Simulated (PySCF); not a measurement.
# CH3ClF2STi (SMILES C[S][Ti]([F])([F])[Cl]): B2PLYP/6-31G(d) (spherical functions)

Aim: the vertical ionisation energy of CH3ClF2STi at B2PLYP/6-31G* (spherical functions), from 2 runs. The job is set up through a Python script.

Program for the calculation: PySCF 2.14.0.

1 further run of the same task is left out (set aside as unsound or not needed).

**1. The system as given**

CH3ClF2STi has 9 atoms, charge 0, and is taken as a singlet. As SMILES, `C[S][Ti]([F])([F])[Cl]`. The shape is that of a PBE0-D4/def2-TZVP optimisation. This is one conformer, not always the lowest.

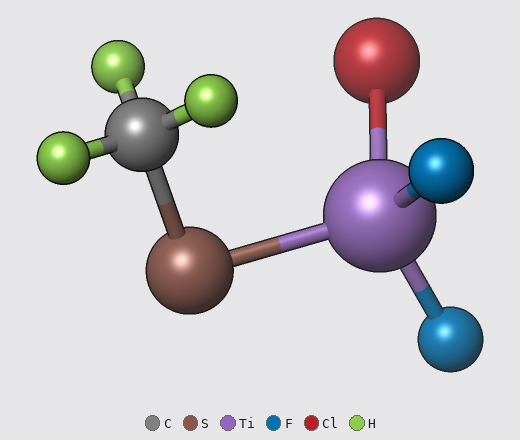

Viewed from a chosen angle; carbon grey, sulfur brown, titanium purple, fluorine blue, chlorine red, hydrogen green.

**2. A single-point energy at B2PLYP/6-31G(d) (spherical functions)**

mol.xyz

```xyz
9

C     -1.301000     0.453900     0.690100
S     -0.747700     0.606000    -1.038600
Ti     1.206400    -0.471800    -0.815200
F      0.870500    -2.022400    -0.076700
F      1.884300    -0.592500    -2.412500
Cl     2.463600     0.693600     0.550200
H     -2.383900     0.574700     0.688900
H     -1.060000    -0.525400     1.104300
H     -0.843800     1.237500     1.292300
```

input.py

```python
from pyscf import gto, dft, mp

molecule = gto.M(
    atom='mol.xyz',
    basis='6-31g*',
    max_memory=1860,
    verbose=4,
)

mf = dft.RKS(molecule)
mf.xc = '0.53*HF + 0.47*B88, 0.73*LYP'
mf.grids.level = 5
mf.conv_tol = 1e-10
mf.kernel()
if not mf.converged:
    mf = mf.newton().run(mf.mo_coeff, mf.mo_occ)

pt = mp.MP2(mf, frozen=18).run()
e_final = mf.e_tot + 0.27 * pt.e_corr
print('PT2 part  %.8f' % (0.27 * pt.e_corr))
print('E(%s) = %.9f' % ('B2PLYP', e_final))
```

On the command line:

```console
OMP_NUM_THREADS=1 python input.py
```

Output:

```text
PySCF version 2.14.0

[INPUT] num. atoms = 9
[INPUT] num. electrons = 82
[INPUT] charge = 0
[INPUT] spin (= nelec alpha-beta = 2S) = 0
[INPUT] symmetry False subgroup None
[INPUT] Mole.unit = angstrom
[INPUT] Symbol           X                Y                Z      unit          X                Y                Z       unit  Magmom
[INPUT]  1 C     -1.301000000000   0.453900000000   0.690100000000 AA   -2.458533688059   0.857746687940   1.304099998562 Bohr   0.0
[INPUT]  2 S     -0.747700000000   0.606000000000  -1.038600000000 AA   -1.412948223337   1.145174031486  -1.962669552973 Bohr   0.0
[INPUT]  3 Ti     1.206400000000  -0.471800000000  -0.815200000000 AA    2.279765596675  -0.891572785570  -1.540504736745 Bohr   0.0
[INPUT]  4 F      0.870500000000  -2.022400000000  -0.076700000000 AA    1.645006591434  -3.821782114320  -0.144941993754 Bohr   0.0
[INPUT]  5 F      1.884300000000  -0.592500000000  -2.412500000000 AA    3.560810936518  -1.119662728805  -4.558964275513 Bohr   0.0
[INPUT]  6 Cl     2.463600000000   0.693600000000   0.550200000000 AA    4.655529280478   1.310714039998   1.039727313736 Bohr   0.0
[INPUT]  7 H     -2.383900000000   0.574700000000   0.688900000000 AA   -4.504918108351   1.086025603788   1.301832327213 Bohr   0.0
[INPUT]  8 H     -1.060000000000  -0.525400000000   1.104300000000 AA   -2.003109692039  -0.992862105846   2.086824559357 Bohr   0.0
[INPUT]  9 H     -0.843800000000   1.237500000000   1.292300000000 AA   -1.594550903908   2.338536079149   2.442093070775 Bohr   0.0

nuclear repulsion = 569.462538917819
number of shells = 52
number of NR pGTOs = 292
number of NR cGTOs = 118
basis = 6-31g*
ecp = {}

******** <class 'pyscf.dft.rks.RKS'> ********
method = RKS
initial guess = minao
damping factor = 0
level_shift factor = 0
DIIS = <class 'pyscf.scf.diis.CDIIS'>
diis_start_cycle = 1
diis_space = 8
diis_damp = 0
SCF conv_tol = 1e-10
SCF conv_tol_grad = None
SCF max_cycles = 50
direct_scf = True
direct_scf_tol = 1e-13
XC library pyscf.dft.libxc version 7.0.0
    S. Lehtola, C. Steigemann, M. J.T. Oliveira, and M. A.L. Marques.,  SoftwareX 7, 1–5 (2018)
XC functionals = 0.53*HF + 0.47*B88, 0.73*LYP
    A. D. Becke.,  Phys. Rev. A 38, 3098 (1988)
    C. Lee, W. Yang, and R. G. Parr.,  Phys. Rev. B 37, 785 (1988)
    B. Miehlich, A. Savin, H. Stoll, and H. Preuss.,  Chem. Phys. Lett. 157, 200 (1989)
radial grids:
    Treutler-Ahlrichs [JCP 102, 346 (1995); DOI:10.1063/1.469408] (M4) radial grids

becke partition: Becke, JCP 88, 2547 (1988); DOI:10.1063/1.454033
pruning grids: <function nwchem_prune>
grids dens level: 5
symmetrized grids: False
atomic radii adjust function: <function treutler_atomic_radii_adjust>
small_rho_cutoff = 0
Set gradient conv threshold to 1e-05
Initial guess from minao.
tot grids = 332728
init E= -1946.50470522799
  HOMO = -0.308556666346273  LUMO = -0.0692582482444757  gap/eV = 6.51164
cycle= 1 E= -1946.20620972471  delta_E= 0.298  |g|= 1.15  |ddm|= 2.85
  HOMO = -0.346147478666308  LUMO = -0.308131248941749  gap/eV = 1.03447
cycle= 2 E= -1940.64008231913  delta_E= 5.57  |g|= 6.06  |ddm|= 3.47
  HOMO = -0.31834404967402  LUMO = -0.108469747494304  gap/eV = 5.71097
cycle= 3 E= -1946.45916109983  delta_E= -5.82  |g|=  0.7  |ddm|=  2.5
  HOMO = -0.314322865750894  LUMO = -0.107132732549535  gap/eV = 5.63793
cycle= 4 E= -1946.52579073518  delta_E= -0.0666  |g|= 0.253  |ddm|= 0.399
  HOMO = -0.328027612862008  LUMO = -0.0719357361453326  gap/eV = 6.96861
cycle= 5 E= -1946.54400179747  delta_E= -0.0182  |g|= 0.0345  |ddm|= 0.238
  HOMO = -0.324939826957047  LUMO = -0.0649479267502913  gap/eV = 7.07474
cycle= 6 E= -1946.54433426428  delta_E= -0.000332  |g|= 0.0081  |ddm|= 0.0401
  HOMO = -0.32530069200984  LUMO = -0.0654489320135361  gap/eV = 7.07093
cycle= 7 E= -1946.5443666121  delta_E= -3.23e-05  |g|= 0.00356  |ddm|= 0.015
  HOMO = -0.325751627461326  LUMO = -0.0655619293903933  gap/eV = 7.08012
cycle= 8 E= -1946.54437518125  delta_E= -8.57e-06  |g|= 0.00164  |ddm|= 0.00706
  HOMO = -0.325592919187386  LUMO = -0.0653028964184275  gap/eV = 7.08285
cycle= 9 E= -1946.54437832428  delta_E= -3.14e-06  |g|= 0.000687  |ddm|= 0.00532
  HOMO = -0.325641135453719  LUMO = -0.0651888051677583  gap/eV = 7.08727
cycle= 10 E= -1946.54437878128  delta_E= -4.57e-07  |g|= 0.000402  |ddm|= 0.00191
  HOMO = -0.325672923238009  LUMO = -0.0651691103555838  gap/eV = 7.08867
cycle= 11 E= -1946.54437892267  delta_E= -1.41e-07  |g|= 0.000116  |ddm|= 0.00129
  HOMO = -0.325653134196263  LUMO = -0.0651494483005366  gap/eV = 7.08867
cycle= 12 E= -1946.54437893451  delta_E= -1.18e-08  |g|= 4.99e-05  |ddm|= 0.000339
  HOMO = -0.325657968856337  LUMO = -0.0651511079982772  gap/eV = 7.08875
cycle= 13 E= -1946.54437893641  delta_E= -1.9e-09  |g|= 1.3e-05  |ddm|= 0.000159
  HOMO = -0.325657260368126  LUMO = -0.0651494341216594  gap/eV = 7.08878
cycle= 14 E= -1946.54437893654  delta_E= -1.33e-10  |g|= 5.09e-06  |ddm|= 3.36e-05
  HOMO = -0.325657585384356  LUMO = -0.0651500207342859  gap/eV = 7.08877
cycle= 15 E= -1946.54437893657  delta_E= -2.23e-11  |g|= 1.96e-06  |ddm|= 9.03e-06
  HOMO = -0.325657486616773  LUMO = -0.0651498189602133  gap/eV = 7.08877
Extra cycle  E= -1946.54437893657  delta_E= -4.55e-13  |g|= 1.74e-06  |ddm|= 4.27e-06
converged SCF energy = -1946.54437893657

******** <class 'pyscf.mp.mp2.RMP2'> ********
nocc = 23, nmo = 100
frozen orbitals 18
E(RMP2) = -1947.90472929823  E_corr = -1.36035036166156
E(SCS-RMP2) = -1947.83196185814  E_corr = -1.28758292157476
E_corr(same-spin) = -0.397889437406667
E_corr(oppo-spin) = -0.962460924254892
PT2 part  -0.36729460
E(B2PLYP) = -1946.911673534
```

Run time: 56 s. Hardware: 1 thread of Intel Xeon Platinum 8259CL at 2.50GHz (Skylake/Cascade Lake), shared host; peak memory 0.68 GiB.

**3. The doublet cation at the same level**

run.py

```python
from pyscf import gto, dft, mp

mol = gto.M(
    atom='''
C   -1.301000   0.453900   0.690100
S   -0.747700   0.606000  -1.038600
Ti   1.206400  -0.471800  -0.815200
F    0.870500  -2.022400  -0.076700
F    1.884300  -0.592500  -2.412500
Cl   2.463600   0.693600   0.550200
H   -2.383900   0.574700   0.688900
H   -1.060000  -0.525400   1.104300
H   -0.843800   1.237500   1.292300
''',
    spin=1,
    max_memory=1860,
    verbose=4,
    basis='6-31g*',
    charge=1,
)

myscf = dft.UKS(mol)
myscf.xc = '0.53*HF + 0.47*B88, 0.73*LYP'
myscf.grids.level = 5
myscf.conv_tol = 1e-10
myscf.kernel()
if not myscf.converged:
    myscf = myscf.newton().run(myscf.mo_coeff, myscf.mo_occ)

pt = mp.MP2(myscf, frozen=18).run()
etot = myscf.e_tot + 0.27 * pt.e_corr
print('PT2 part  %.8f' % (0.27 * pt.e_corr))
print(f'total energy: {etot:.8f} hartree')
```

On the command line:

```console
OMP_NUM_THREADS=1 python run.py
```

Output:

```text
PySCF version 2.14.0

[INPUT] num. atoms = 9
[INPUT] num. electrons = 81
[INPUT] charge = 1
[INPUT] spin (= nelec alpha-beta = 2S) = 1
[INPUT] symmetry False subgroup None
[INPUT] Mole.unit = angstrom
[INPUT] Symbol           X                Y                Z      unit          X                Y                Z       unit  Magmom
[INPUT]  1 C     -1.301000000000   0.453900000000   0.690100000000 AA   -2.458533688059   0.857746687940   1.304099998562 Bohr   0.0
[INPUT]  2 S     -0.747700000000   0.606000000000  -1.038600000000 AA   -1.412948223337   1.145174031486  -1.962669552973 Bohr   0.0
[INPUT]  3 Ti     1.206400000000  -0.471800000000  -0.815200000000 AA    2.279765596675  -0.891572785570  -1.540504736745 Bohr   0.0
[INPUT]  4 F      0.870500000000  -2.022400000000  -0.076700000000 AA    1.645006591434  -3.821782114320  -0.144941993754 Bohr   0.0
[INPUT]  5 F      1.884300000000  -0.592500000000  -2.412500000000 AA    3.560810936518  -1.119662728805  -4.558964275513 Bohr   0.0
[INPUT]  6 Cl     2.463600000000   0.693600000000   0.550200000000 AA    4.655529280478   1.310714039998   1.039727313736 Bohr   0.0
[INPUT]  7 H     -2.383900000000   0.574700000000   0.688900000000 AA   -4.504918108351   1.086025603788   1.301832327213 Bohr   0.0
[INPUT]  8 H     -1.060000000000  -0.525400000000   1.104300000000 AA   -2.003109692039  -0.992862105846   2.086824559357 Bohr   0.0
[INPUT]  9 H     -0.843800000000   1.237500000000   1.292300000000 AA   -1.594550903908   2.338536079149   2.442093070775 Bohr   0.0

nuclear repulsion = 569.462538917819
number of shells = 52
number of NR pGTOs = 292
number of NR cGTOs = 118
basis = 6-31g*
ecp = {}

[... 36 lines left out ...]
[... the frontier-level lines of each cycle are left out ...]
[... 53 lines left out ...]
cycle= 14 E= -1946.19118686241  delta_E= -1.49e-07  |g|= 9.17e-05  |ddm|= 0.00118
cycle= 15 E= -1946.19118692013  delta_E= -5.77e-08  |g|= 3.97e-05  |ddm|= 0.000836
cycle= 16 E= -1946.19118693128  delta_E= -1.11e-08  |g|= 2.04e-05  |ddm|= 0.000361
cycle= 17 E= -1946.19118693341  delta_E= -2.14e-09  |g|= 1.19e-05  |ddm|= 0.000156
cycle= 18 E= -1946.19118693375  delta_E= -3.37e-10  |g|= 7.59e-06  |ddm|= 4.47e-05
cycle= 19 E= -1946.19118693388  delta_E= -1.27e-10  |g|= 4.34e-06  |ddm|= 2.68e-05
cycle= 20 E= -1946.19118693391  delta_E= -3.46e-11  |g|= 2.12e-06  |ddm|= 1.24e-05
Extra cycle  E= -1946.19118693392  delta_E= -7.28e-12  |g|= 1.82e-06  |ddm|= 5.26e-06
converged SCF energy = -1946.19118693392  <S^2> = 0.75806599  2S+1 = 2.0080498

******** <class 'pyscf.mp.ump2.UMP2'> ********
nocc = (np.int64(23), np.int64(22)), nmo = (100, 100)
frozen orbitals 18
E(UMP2) = -1947.54119729034  E_corr = -1.35001035642355
E(SCS-UMP2) = -1947.46849196916  E_corr = -1.27730503523573
E_corr(same-spin) = -0.395431606699066
E_corr(oppo-spin) = -0.954578749724482
PT2 part  -0.36450280
total energy: -1946.55568973 hartree
```

Run time: 1.8 min. Hardware: 1 thread of Intel Xeon Platinum 8259CL at 2.50GHz (Skylake/Cascade Lake), shared host; peak memory 0.7 GiB.

**4. Summary of results**

At B2PLYP/6-31G* (spherical functions), 18 core orbitals frozen:

| quantity | value |
| --- | --- |
| singlet CH3ClF2STi: total energy | -1946.91167 Eh |
| singlet CH3ClF2STi: dipole moment (SCF part) | 2.19 D |
| singlet CH3ClF2STi: HOMO energy (SCF part's orbitals) | -8.86 eV |
| singlet CH3ClF2STi: LUMO energy (SCF part's orbitals) | -1.77 eV |
| singlet CH3ClF2STi: HOMO–LUMO gap (SCF part's orbitals) | 7.09 eV |
| doublet cation: total energy | -1946.55569 Eh |
| doublet cation: HOMO energy (SCF part's orbitals) (highest over α and β) | -15.89 eV |
| doublet cation: LUMO energy (SCF part's orbitals) (lowest over α and β) | -10.44 eV |
| doublet cation: ⟨S²⟩ | 0.758 |
| vertical ionisation energy (to the doublet cation) | 9.687 eV |

Removing an electron at fixed nuclei costs 9.69 eV (935 kJ/mol). −ε(HOMO) before ionisation, 8.86 eV, is 0.83 eV below this ionisation energy. Mulliken charges (doublet cation) run from -0.73 on C1 to +1.30 on Ti3.
